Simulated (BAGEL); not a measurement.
**C2H6S2 (1,2-ethanedithiol) at RI-MP2/cc-pVDZ (density fitting with cc-pvqz-jkfit)**

What is the energy change on altering one bond length of C2H6S2 (1,2-ethanedithiol) at RI-MP2/cc-pVDZ (density fitting with cc-pvqz-jkfit)? 

The calculation is run with BAGEL 1.2.2.

## Step 1: Starting point

C2H6S2: 10 atoms, total charge 0, spin state singlet. SMILES: `SCCS`. The shape is that of a PBE0-D4/def2-TZVP optimisation. This is a higher conformer, about 10 kJ/mol above the lowest found by a separate search.

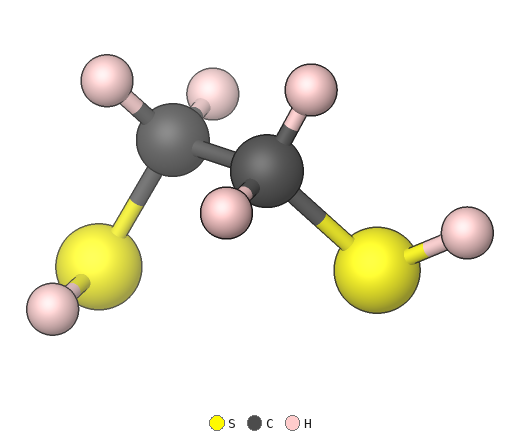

The structure, seen from a chosen angle (sulfur yellow, carbon dark grey, hydrogen pink).

## Step 2: A single-point energy at RI-MP2/cc-pVDZ (density fitting with cc-pvqz-jkfit)

File input.json:

```json
{ "bagel" : [

{
  "title" : "molecule",
  "basis" : "cc-pvdz.json",
  "df_basis" : "cc-pvqz-jkfit",
  "angstrom" : "true",
  "geometry" : [
    { "atom" : "S", "xyz" : [      -1.358380,       0.439560,      -1.287320 ] },
    { "atom" : "C", "xyz" : [      -0.269010,       0.629000,       0.156960 ] },
    { "atom" : "C", "xyz" : [       0.304070,      -0.708350,       0.574850 ] },
    { "atom" : "S", "xyz" : [       1.193920,      -1.583080,      -0.735920 ] },
    { "atom" : "H", "xyz" : [      -2.158550,       1.474230,      -0.985360 ] },
    { "atom" : "H", "xyz" : [      -0.849690,       1.044060,       0.983190 ] },
    { "atom" : "H", "xyz" : [       0.536230,       1.328480,      -0.079790 ] },
    { "atom" : "H", "xyz" : [      -0.500020,      -1.390110,       0.860310 ] },
    { "atom" : "H", "xyz" : [       0.958460,      -0.582070,       1.440130 ] },
    { "atom" : "H", "xyz" : [       2.142980,      -0.651680,      -0.927040 ] }
  ]
},

{ "title" : "hf" },

{ "title" : "mp2", "ncore" : 12 }

]}
```

The basis set cc-pVDZ is read from a file made from the Basis Set Exchange's data (not shown).

Launch:

```bash
$ BAGEL_NUM_THREADS=1 BAGEL input.json > input.out
```

The program printed:

```text
* using 1 threads per process

  ===============================================================
  ===============================================================

  *** Geometry ***

  { "atom" : "S", "xyz" : [     -2.566966,      0.830648,     -2.432682 ] },
  { "atom" : "C", "xyz" : [     -0.508355,      1.188638,      0.296611 ] },
  { "atom" : "C", "xyz" : [      0.574609,     -1.338588,      1.086309 ] },
  { "atom" : "S", "xyz" : [      2.256182,     -2.991588,     -1.390687 ] },
  { "atom" : "H", "xyz" : [     -4.079068,      2.785891,     -1.862061 ] },
  { "atom" : "H", "xyz" : [     -1.605681,      1.972987,      1.857960 ] },
  { "atom" : "H", "xyz" : [      1.013328,      2.510463,     -0.150781 ] },
  { "atom" : "H", "xyz" : [     -0.944901,     -2.626927,      1.625750 ] },
  { "atom" : "H", "xyz" : [      1.811227,     -1.099953,      2.721451 ] },
  { "atom" : "H", "xyz" : [      4.049645,     -1.231497,     -1.751852 ] },

  Number of auxiliary basis functions:      814

  Since a DF basis is specified, we compute 2- and 3-index integrals:
    o Being stored without compression. Storage requirement is 0.058 GB

  Number of basis functions:       94
  Number of electrons      :       50

    * METHOD: MOLECULE                             0.66

  *** RHF ***

  === Nuclear Repulsion ===
   212.4163750394

      * DIIS with orbital gradients will be used.

  === RHF iteration (cc-pvdz.json) ===
      0       -874.19071197          0.01022239           0.14
      1       -874.27414457          0.00443919           0.14
      2       -874.28632942          0.00165754           0.14
      3       -874.28841277          0.00018604           0.14
      4       -874.28845001          0.00004640           0.14
      5       -874.28845356          0.00001166           0.14
      6       -874.28845377          0.00000349           0.14
      7       -874.28845379          0.00000105           0.14
      8       -874.28845379          0.00000034           0.14
      9       -874.28845379          0.00000013           0.14
     10       -874.28845379          0.00000004           0.14
     11       -874.28845379          0.00000002           0.14
     12       -874.28845379          0.00000001           0.14
    * SCF iteration converged.

    * Permanent dipole moment:
           (   -0.103894,    -0.773184,    -0.878169) a.u.

    * METHOD: HF                                   2.08

  *** RHF ***

  === Nuclear Repulsion ===
   212.4163750394

      * DIIS with orbital gradients will be used.

  === RHF iteration (cc-pvdz.json) ===
      0       -874.28845379          0.00000000           0.17
    * SCF iteration converged.

    * Permanent dipole moment:
           (   -0.103894,    -0.773183,    -0.878169) a.u.

  === DF-MP2 calculation ===

    * freezing 12 orbitals
    * 3-index integral transformation done
    * assembly done

      MP2 correlation energy:   -0.5594114331      0.10

      MP2 total energy:       -874.8478652229

    * METHOD: MP2                                  0.43

  ===============================================================
```

It took 3.3 s on 1 thread of Arm Neoverse V2, shared host; peak memory 0.2 GiB.

## Step 3: The distorted shape, same level

File calc.json:

```json
{ "bagel": [

{
  "title": "molecule",
  "basis": "cc-pvdz.json",
  "df_basis": "cc-pvqz-jkfit",
  "angstrom": "true",
  "geometry": [
    { "atom": "S", "xyz": [   -2.497252,   -0.678120,   -1.057976 ] },
    { "atom": "C", "xyz": [   -1.407882,   -0.488680,    0.386304 ] },
    { "atom": "C", "xyz": [   -0.834802,   -1.826030,    0.804194 ] },
    { "atom": "S", "xyz": [    0.055048,   -2.700760,   -0.506576 ] },
    { "atom": "H", "xyz": [   -3.297422,    0.356550,   -0.756016 ] },
    { "atom": "H", "xyz": [   -1.988562,   -0.073620,    1.212534 ] },
    { "atom": "H", "xyz": [   -0.602642,    0.210800,    0.149554 ] },
    { "atom": "H", "xyz": [   -1.638892,   -2.507790,    1.089654 ] },
    { "atom": "H", "xyz": [   -0.180412,   -1.699750,    1.669474 ] },
    { "atom": "H", "xyz": [    2.142980,   -0.651680,   -0.927040 ] }
  ]
},
{ "title": "hf", "charge": 0 },
{ "title": "mp2", "charge": 0, "ncore": 12 }

]}
```

The basis set cc-pVDZ is read from a file made from the Basis Set Exchange's data (not shown).

Launch:

```bash
$ BAGEL_NUM_THREADS=1 BAGEL calc.json > calc.out
```

The program printed:

```text
* using 1 threads per process

  ===============================================================
  ===============================================================

  *** Geometry ***

  { "atom" : "S", "xyz" : [     -4.719122,     -1.281461,     -1.999285 ] },
  { "atom" : "C", "xyz" : [     -2.660511,     -0.923471,      0.730009 ] },
  { "atom" : "C", "xyz" : [     -1.577547,     -3.450697,      1.519706 ] },
  { "atom" : "S", "xyz" : [      0.104026,     -5.103697,     -0.957290 ] },
  { "atom" : "H", "xyz" : [     -6.231225,      0.673782,     -1.428663 ] },
  { "atom" : "H", "xyz" : [     -3.757838,     -0.139122,      2.291357 ] },
  { "atom" : "H", "xyz" : [     -1.138828,      0.398354,      0.282616 ] },
  { "atom" : "H", "xyz" : [     -3.097057,     -4.739036,      2.059148 ] },
  { "atom" : "H", "xyz" : [     -0.340929,     -3.212062,      3.154849 ] },
  { "atom" : "H", "xyz" : [      4.049645,     -1.231497,     -1.751852 ] },

  Number of auxiliary basis functions:      814

  Since a DF basis is specified, we compute 2- and 3-index integrals:
    o Being stored without compression. Storage requirement is 0.058 GB

  Number of basis functions:       94
  Number of electrons      :       50

    * METHOD: MOLECULE                             0.75

  *** RHF ***

  === Nuclear Repulsion ===
   207.6340899670

      * DIIS with orbital gradients will be used.

  === RHF iteration (cc-pvdz.json) ===
      0       -873.92611833          0.01131641           0.21
      1       -874.01737356          0.00795948           0.20
      2       -874.06966412          0.00202907           0.20
      3       -874.07468886          0.00074588           0.19
      4       -874.07528741          0.00019687           0.20
      5       -874.07535892          0.00006277           0.20
      6       -874.07536892          0.00002117           0.20
      7       -874.07537016          0.00000594           0.20
      8       -874.07537025          0.00000231           0.19
      9       -874.07537026          0.00000097           0.20
     10       -874.07537026          0.00000042           0.20
     11       -874.07537026          0.00000019           0.20
     12       -874.07537026          0.00000012           0.20
     13       -874.07537026          0.00000009           0.19
     14       -874.07537026          0.00000007           0.20
     15       -874.07537026          0.00000004           0.20
     16       -874.07537026          0.00000001           0.20
     17       -874.07537026          0.00000000           0.20
    * SCF iteration converged.

    * Permanent dipole moment:
           (    0.466926,    -0.413179,    -1.072163) a.u.

    * METHOD: HF                                   3.90

  *** RHF ***

  === Nuclear Repulsion ===
   207.6340899670

      * DIIS with orbital gradients will be used.

  === RHF iteration (cc-pvdz.json) ===
      0       -874.07537026          0.00000000           0.20
    * SCF iteration converged.

    * Permanent dipole moment:
           (    0.466926,    -0.413180,    -1.072163) a.u.

  === DF-MP2 calculation ===

    * freezing 12 orbitals
    * 3-index integral transformation done
    * assembly done

      MP2 correlation energy:   -0.6009681698      0.11

      MP2 total energy:       -874.6763384346

    * METHOD: MP2                                  0.52

  ===============================================================
```

It took 5.4 s on 1 thread of Arm Neoverse V2, shared host; peak memory 0.2 GiB.

## Step 4: Summary of results

Level: RI-MP2/cc-pVDZ (density fitting with cc-pvqz-jkfit), 12 core orbitals frozen.

| quantity | value |
| --- | --- |
| first shape: total energy | -874.84787 Eh |
| first shape: correlation energy (12 core orbitals frozen) | -559.4 mEh |
| distorted shape: total energy | -874.67634 Eh |
| distorted shape: correlation energy (12 core orbitals frozen) | -601.0 mEh |
| energy change with the S4–H10 bond stretched from 1.343 to 2.955 Å | 4.667 eV |

What this shows: One bond (distorted shape) is far stretched, which a spin-restricted single reference describes badly; perturbation theory on it can break down and give far too much correlation. With the S4–H10 bond stretched from 1.343 to 2.955 Å the energy rises by 4.67 eV (450 kJ/mol). The first shape isn't relaxed at this level, so the change isn't measured from a minimum. A restricted reference can't describe the breaking bond well at this length.
